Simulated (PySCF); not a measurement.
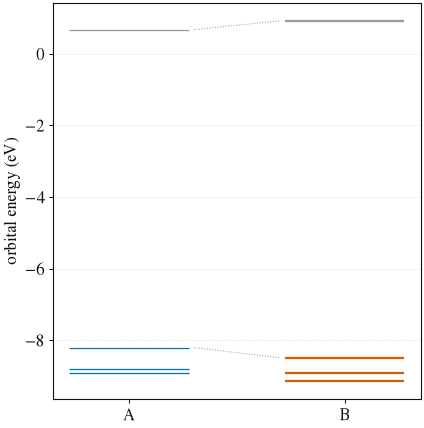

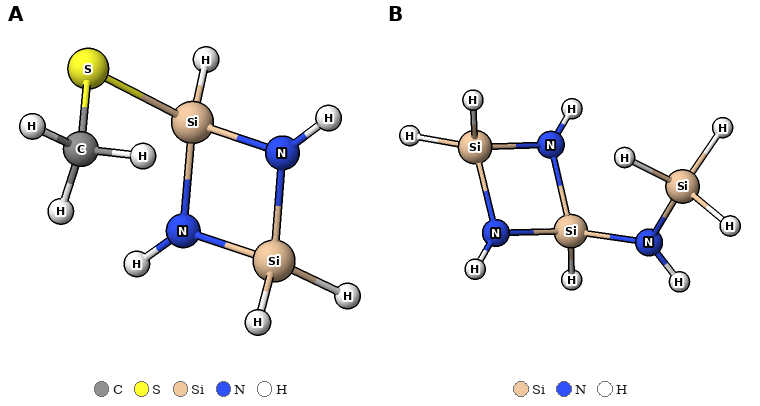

Related molecules: A is CH₈N₂SSi₂, SMILES CS[SiH]1N[SiH2]N1; B is Si₃N₃H₉, SMILES [SiH3]N[SiH]1N[SiH2]N1. Frontier orbital energies, CAM-B3LYP/def2-SVPD, PySCF, at a PBE0-D3(BJ)/def2-SVP geometry (no frequency check); drawn are at most three filled levels and, in grey, the LUMO with any level within 0.03 eV of it; dotted lines join the HOMOs and the LUMOs.

Q: What does the change do to the frontier levels?

A: From A to B the HOMO falls by 0.29 eV and the LUMO rises by 0.25 eV, so the separation goes from 8.88 to 9.41 eV.

Q: Does the ΔSCF ionisation energy follow the HOMO?

A: A: −ε(HOMO) 8.20, ΔSCF 8.97 eV; B: −ε(HOMO) 8.49, ΔSCF 9.13 eV.

Limits of at least one run: empty levels above zero depend strongly on the basis; one conformer of a flexible molecule.
